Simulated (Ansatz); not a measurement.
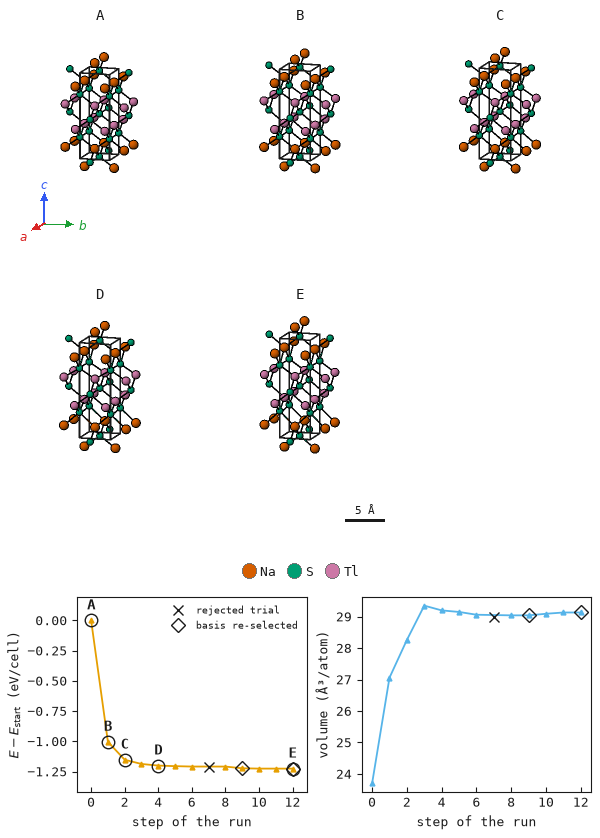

Frames of a relaxation of solid NaTlS$_{2}$ (a generated structure, set up in P-4m2), marked on the history of the run. Style: ball-and-stick. Shown: the cell of the calculation, slightly off an axis.

All numbers below come from Ansatz 0.2.0, DFT, PBEsol, plane waves, PAW. (plane-wave cutoff 420 eV; k-point mesh 6 × 6 × 2; occupations fermi dirac; smearing width 0.03 eV; no spin polarisation; cell and atoms relaxed; force threshold 0.01 eV/Å; at most 120 steps)

Describe the path.

Answer. The largest moves relative to the cell, 0.25 Å, are those of S atoms. Largest moves by element: S 0.25 Å, Na 0.04 Å, Tl 0.01 Å. The drawn cell changes as follows: a = b 4.062 → 4.184 Å (+3.0 %), c 11.490 → 13.316 Å (+15.9 %); the volume changes by +22.9 %. Among the contacts that change: Na–S 2.488 → 2.869 Å, S–Tl 2.488 → 2.679 Å, Na–S 2.488 → 2.646 Å, S–Tl 2.488 → 2.517 Å. Among the angles between lasting bonds that change: Na–S–Na 109.5° → 93.6°, S–Na–S 109.5° → 93.6°, S–Tl–S 109.5° → 102.7°. The space group stays P-4m2 (No. 115). The energy falls by 1.226 eV per cell of the calculation in 9 accepted moves (12 points after the start). Largest force component: 1.3 eV/Å at the start, 0.0076 eV/Å at the end. Pressure: 9.13 GPa at the start and 0.00 GPa at the end. The line search rejected the trial step at point 7 of the run. The SCF was repeated twice at an unchanged geometry on a basis and grid sized afresh for the cell, which shifted the energy by 14.2 meV per cell of the calculation at most. From step 0 to 1: Tl atoms move most (0.15 Å), volume +14.2 %, energy −1.004 eV per cell of the calculation. From step 1 to 2: S atoms move most (0.14 Å), volume +4.4 %, energy −0.148 eV per cell of the calculation. From step 2 to 4: S atoms move most (0.12 Å), volume +3.3 %, energy −48.2 meV per cell of the calculation. From step 4 to 12: Tl atoms move most (0.03 Å), volume −0.2 %, energy −25.2 meV per cell of the calculation.

```csv
step,"E − E(0), meV/atom","largest force component, eV/Å","pressure, GPa","volume, Å³/atom",note
0,0.00,1.3021,9.13,23.699,
1,-125.49,0.5638,1.52,27.059,
2,-144.05,0.2420,0.41,28.258,
3,-148.40,0.1765,-0.28,29.349,
4,-150.07,0.0605,-0.07,29.198,
5,-150.66,0.0511,-0.01,29.149,
6,-151.07,0.0173,-0.03,29.060,
7,-151.07,0.0283,0.09,28.974,rejected
8,-151.09,0.0013,0.00,29.041,
9,-152.86,0.0026,0.09,29.041,"same geometry, new basis"
10,-153.19,0.0179,0.04,29.091,
11,-153.20,0.0076,0.00,29.131,
12,-153.22,0.0076,0.00,29.131,"same geometry, new basis"
```
